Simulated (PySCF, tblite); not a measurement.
# Al21N25H18: electronic excitations

What do calculations give for the electronic excitations of Al21N25H18?

Computed with tblite 0.8.0 and PySCF 2.14.0 and routines of our own; the level stands in each step. Atoms count from 0.

## (1) The starting structure

64 atoms, charge 0, multiplicity 1; geometry from: force field, distance geometry or constructed start.

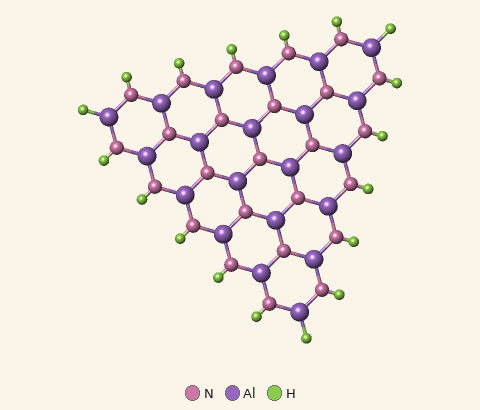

The starting geometry (nitrogen pink, aluminium purple, hydrogen green); sticks join atoms by distance alone.

## (2) Optimising the geometry with GFN2-xTB

Job settings and geometry (Å):

```
{"job": {"kind": "relax", "xc": "GFN2-xTB", "basis": "xTB"}, "charge": 0, "multiplicity": 1}
N     -3.112800    -0.001800    -0.001600
Al    -4.679700     0.902600    -0.006900
N     -6.230200    -0.002300     0.001000
Al    -6.236100    -1.795600    -0.006200
N     -4.677500    -2.701200     0.003400
Al    -3.121000    -1.800500    -0.002600
N      1.558900     2.701700    -0.003300
Al     0.003400     3.602700     0.001500
N     -1.556100     2.697900    -0.000400
Al    -1.561600     0.899200     0.001600
N     -0.002100    -0.001200    -0.002100
Al     1.556300     0.898000    -0.000000
N      1.555400     8.100700     0.005000
Al     0.002200     8.999400    -0.002700
N     -1.561000     8.105100     0.000200
Al    -1.560700     6.300600     0.006300
N      0.000400     5.401900     0.000900
Al     1.557700     6.296600    -0.001000
N      3.117100     0.001800     0.002500
Al     0.002800    -1.799100     0.002700
N      1.556500    -2.696200     0.001500
Al     3.116800    -1.798500    -0.000200
N      7.797600    -2.695400     0.006600
Al     6.231200    -1.804300    -0.001500
N      4.677000    -2.697400     0.000900
Al     4.670400    -4.500900     0.002500
N      6.236100    -5.397700    -0.000700
Al     7.793600    -4.499400     0.001200
N     -7.793600    -2.699600    -0.002000
Al    -7.793100    -4.499600     0.003400
N     -6.231800    -5.399400    -0.001100
Al    -4.678400    -4.498700     0.000200
N      6.234400     0.000100    -0.001900
Al     4.678600     0.898700     0.003700
N     -1.557600    -2.698200    -0.003300
N     -3.117200     5.402200    -0.002900
Al    -3.118500     3.600100    -0.004100
Al    -1.557900    -4.497500    -0.002600
N      0.001100    -5.403900    -0.000100
Al     1.554000    -4.496600     0.001200
N      3.117600    -5.402300     0.003800
N     -4.670600     2.694400     0.003700
N      4.681400     2.701000    -0.003600
Al     3.120300     3.599500    -0.001800
N     -3.121400    -5.398300     0.002400
N      3.115800     5.401600    -0.003400
H     -7.133600     0.520100    -0.000600
H      2.459200     8.622600     0.002300
H      0.001600    10.540400     0.000200
H     -2.457600     8.620700     0.002000
H      8.694000    -2.187300     0.003100
H      6.242000    -6.438700    -0.000300
H      9.127500    -5.270400     0.000100
H     -8.698300    -2.181600    -0.003000
H     -9.127200    -5.270900     0.001500
H     -6.235900    -6.437000     0.000600
H      7.142600     0.514300    -0.001900
H     -4.015700     5.927600    -0.000700
H      0.000100    -6.440700     0.004000
H      3.116800    -6.438000    -0.001000
H     -5.581000     3.220900     0.001500
H      5.581100     3.219700    -0.001900
H     -3.116000    -6.439300     0.000800
H      4.018200     5.923500     0.001100
```

Launch:

```
$ OMP_NUM_THREADS=8 python large_run.py task.json out
```

One launch serves the whole session: the jobs run in the order shown.

The log of the run:

```text
step      E/eV     max force
  0   -2893.39062    1.254
  1   -2893.58826    0.423
  2   -2893.61820    0.195
  3   -2893.63911    0.149
  4   -2893.64411    0.104
  5   -2893.64855    0.080
  6   -2893.65118    0.091
  7   -2893.65539    0.092
  8   -2893.65856    0.081
  9   -2893.66064    0.056
 10   -2893.66186    0.053
 11   -2893.66297    0.050
 12   -2893.66393    0.043
 13   -2893.66452    0.030
 14   -2893.66481    0.019
```

Run time: 2.4 s. Hardware: 8 threads of Arm Neoverse V2, shared host; peak memory 0.13 GiB.

Relaxation path:

| step | energy from step 0 (eV) | largest force (eV/Å) |
| --- | --- | --- |
| 0 | 0.0000 | 1.2547 |
| 1 | -0.1976 | 0.4229 |
| 2 | -0.2276 | 0.1950 |
| 3 | -0.2485 | 0.1490 |
| 4 | -0.2535 | 0.1039 |
| 5 | -0.2579 | 0.0797 |
| 6 | -0.2606 | 0.0904 |
| 7 | -0.2648 | 0.0914 |
| 8 | -0.2679 | 0.0817 |
| 9 | -0.2700 | 0.0564 |
| 10 | -0.2712 | 0.0531 |
| 11 | -0.2723 | 0.0502 |
| 12 | -0.2733 | 0.0426 |
| 13 | -0.2739 | 0.0303 |
| 14 | -0.2742 | 0.0189 |

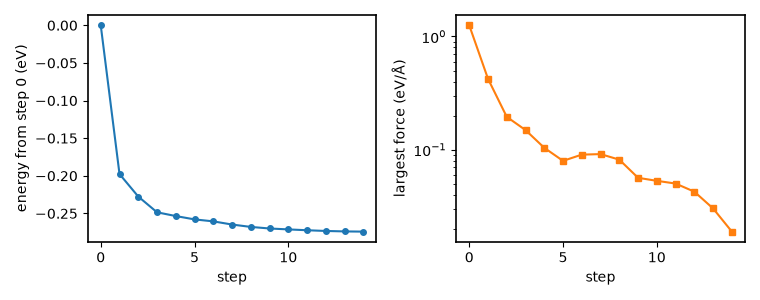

Energy and largest force along the relaxation.

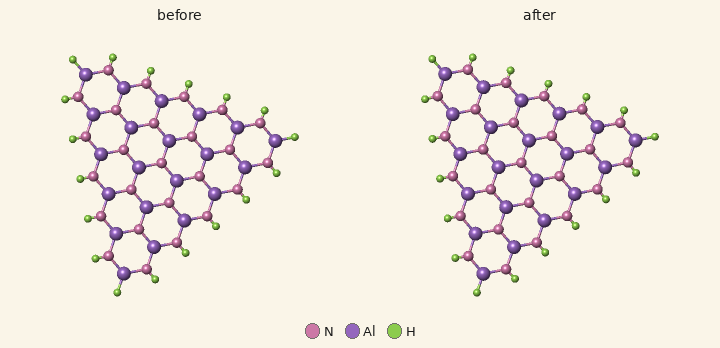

The geometry before (left) and after (right).

Distances of close pairs at the start and the end, largest changes first:

| bond | before (Å) | after (Å) | change (Å) |
| --- | --- | --- | --- |
| N41–H60 | 1.052 | 1.015 | -0.037 |
| N32–H56 | 1.044 | 1.015 | -0.028 |
| N2–H46 | 1.044 | 1.015 | -0.028 |
| N45–H63 | 1.042 | 1.015 | -0.027 |
| N12–H47 | 1.044 | 1.017 | -0.027 |
| N28–H53 | 1.043 | 1.017 | -0.026 |
| N44–H62 | 1.041 | 1.015 | -0.026 |
| N35–H57 | 1.041 | 1.015 | -0.025 |

The final coordinates are the input of the step that follows.

## (3) Electronic excitations: TDA PBE0/6-31G*

Job settings and geometry (Å):

```
{"job": {"kind": "uv", "basis": "6-31G*", "grid": 1, "kgrid": 0, "vcut": 1.5, "nstates": 6, "ntriplets": 2, "tda": true, "delta": [], "pop": true, "xc": "PBE0"}, "charge": 0, "multiplicity": 1}
N     -3.136969     0.003956    -0.002785
Al    -4.703615     0.914431    -0.000837
N     -6.256343     0.005672    -0.002369
Al    -6.265729    -1.789638    -0.000543
N     -4.704741    -2.715394     0.000345
Al    -3.131471    -1.807478    -0.001718
N      1.573154     2.716743    -0.002656
Al     0.000648     3.616241    -0.000496
N     -1.571968     2.716908    -0.000258
Al    -1.565413     0.905234    -0.001768
N      0.001038     0.001463     0.000173
Al     1.567417     0.905136     0.000226
N      1.548948     8.131544     0.001804
Al     0.000208     9.041297     0.001767
N     -1.549180     8.132613     0.001765
Al    -1.581638     6.322137    -0.000268
N      0.000276     5.432764     0.002382
Al     1.582569     6.321170     0.001240
N      3.138935     0.004065     0.002748
Al    -0.000267    -1.807046    -0.001111
N      1.565566    -2.718491     0.001797
Al     3.131256    -1.807360     0.002138
N      7.816995    -2.723975     0.003236
Al     6.264941    -1.791217     0.001584
N      4.703868    -2.716297     0.000336
Al     4.682429    -4.530852     0.000725
N      6.266974    -5.407068     0.000551
Al     7.829199    -4.520311     0.001452
N     -7.816925    -2.723767    -0.002121
Al    -7.829481    -4.520104    -0.000667
N     -6.267352    -5.407178     0.000535
Al    -4.682845    -4.530257     0.000725
N      6.257154     0.004121    -0.000944
Al     4.705536     0.914305    -0.000651
N     -1.565919    -2.718931    -0.002833
N     -3.132425     5.417505    -0.000931
Al    -3.143608     3.618587     0.000258
Al    -1.560283    -4.530836    -0.000349
N      0.000040    -5.421161     0.000459
Al     1.560180    -4.530444     0.001648
N      3.123448    -5.420871     0.002235
N     -4.693975     2.710951    -0.000023
N      4.696640     2.710906    -0.001463
Al     3.145432     3.617391    -0.002296
N     -3.123772    -5.420832     0.000850
N      3.133197     5.416407    -0.001835
H     -7.131346     0.520838    -0.001052
H      2.451014     8.600573     0.002507
H      0.001306    10.569768    -0.001086
H     -2.451252     8.601674     0.001442
H      8.673894    -2.176651     0.004326
H      6.222275    -6.422836    -0.000394
H      9.152703    -5.285259     0.000045
H     -8.674493    -2.177550    -0.003117
H     -9.152950    -5.284960     0.002782
H     -6.222393    -6.422994     0.000505
H      7.133238     0.517415    -0.002087
H     -4.015751     5.918229    -0.001384
H     -0.000094    -6.436301     0.003024
H      3.114053    -6.436199     0.000394
H     -5.573216     3.218329     0.001558
H      5.576094     3.218034    -0.002276
H     -3.115917    -6.436234     0.001164
H      4.016142     5.917796    -0.000321
```

Level: TDA PBE0/6-31G*, vertical, gas phase, core orbitals frozen in the response, virtual orbitals cut by energy.

The log of the run:

```text
start: PBE on a coarse grid of 68076 points
cycle   1  E = -6466.4370321594  dE =  6.651e+00  |g| = 3.199e+00  |ddm| = 9.673e+00
cycle   2  E = -6457.1494380071  dE =  9.288e+00  |g| = 6.514e+00  |ddm| = 1.102e+01
cycle   3  E = -6468.7429607697  dE = -1.159e+01  |g| = 4.666e-01  |ddm| = 9.061e+00
cycle   4  E = -6468.7446833593  dE = -1.723e-03  |g| = 5.265e-01  |ddm| = 1.094e+00
cycle   5  E = -6468.8114668274  dE = -6.678e-02  |g| = 8.619e-02  |ddm| = 5.131e-01
cycle   6  E = -6468.8137939252  dE = -2.327e-03  |g| = 3.207e-02  |ddm| = 1.412e-01
cycle   7  E = -6468.8139764590  dE = -1.825e-04  |g| = 1.691e-02  |ddm| = 3.936e-02
cycle   8  E = -6468.8140472073  dE = -7.075e-05  |g| = 3.409e-03  |ddm| = 1.750e-02
final grid: 281138 points
cycle   9  E = -6468.7248196652  dE = -3.452e-02  |g| = 3.591e-02  |ddm| = 7.438e-01
cycle  10  E = -6468.7249949668  dE = -1.753e-04  |g| = 2.946e-02  |ddm| = 8.808e-02
cycle  11  E = -6468.7251670732  dE = -1.721e-04  |g| = 1.324e-02  |ddm| = 3.459e-02
cycle  12  E = -6468.7252030039  dE = -3.593e-05  |g| = 2.643e-03  |ddm| = 1.182e-02
cycle  13  E = -6468.7252031684  dE = -1.645e-07  |g| = 1.358e-03  |ddm| = 3.272e-03
cycle  14  E = -6468.7251998792  dE =  3.289e-06  |g| = 2.677e-04  |ddm| = 1.334e-03
cycle  15  E = -6468.7252083523  dE = -8.473e-06  |g| = 8.900e-05  |ddm| = 3.442e-04
converged SCF energy = -6468.7252083523

Static polarisability (au): isotropic 595.160, principal 339.421 723.015 723.044

Singlet excitations
state   eV       nm        f      main configurations
  1   4.5513    272.4   0.00000   H-3->L 0.78, H-6->L 0.09
  2   4.5573    272.1   0.00000   H->L 0.71, H-7->L 0.10
  3   4.6541    266.4   0.00000   H-2->L 0.62
  4   4.6544    266.4   0.00000   H-1->L 0.66
  5   4.7466    261.2   0.00000   H-4->L 0.67
  6   4.7471    261.2   0.00000   H-5->L 0.67

Triplet excitations (Tamm-Dancoff, eV): 4.4050 4.4091
```

Wall time 2.2 min (8 threads of Arm Neoverse V2, shared host); peak memory 6.4 GiB.

Frontier orbitals and where they lie:

| orbital | eV | atoms |
| --- | --- | --- |
| HOMO−4 | -6.71 | N41 14 %, N32 10 %, N40 9 % |
| HOMO−3 | -6.51 | N42 11 %, N38 11 %, N41 10 % |
| HOMO−2 | -6.50 | N28 16 %, N30 16 %, N44 12 % |
| HOMO−1 | -6.50 | N14 12 %, N12 12 %, N45 12 % |
| HOMO | -6.50 | N22 9 %, N26 9 %, N40 8 % |
| LUMO | -1.12 | Al19 7 %, Al11 7 %, Al9 7 % |
| LUMO+1 | -0.51 | Al5 8 %, Al3 7 %, Al31 7 % |
| LUMO+2 | -0.51 | Al7 7 %, Al15 7 %, Al21 6 % |
| LUMO+3 | 0.15 | Al19 5 %, Al11 5 %, Al9 5 % |

Further results of this job:

| property | computed |
| --- | --- |
| dipole moment (D) | 0.01 |
| polarisability (Å³) | 88.19 |
| HOMO–LUMO gap (eV) | 5.38 |
| −ε(HOMO) (eV) | 6.50 |

## (4) Results

| quantity | value |
| --- | --- |
| lowest singlet (PBE0/6-31G*) | 4.55 eV (272 nm), f = 0.000 |
| lowest triplet | 4.41 eV |

**Reading.** The lowest singlet, at 4.55 eV, is HOMO−3→LUMO 0.78, HOMO−6→LUMO 0.09 and is dark. The lowest triplet lies 0.15 eV below the lowest singlet.
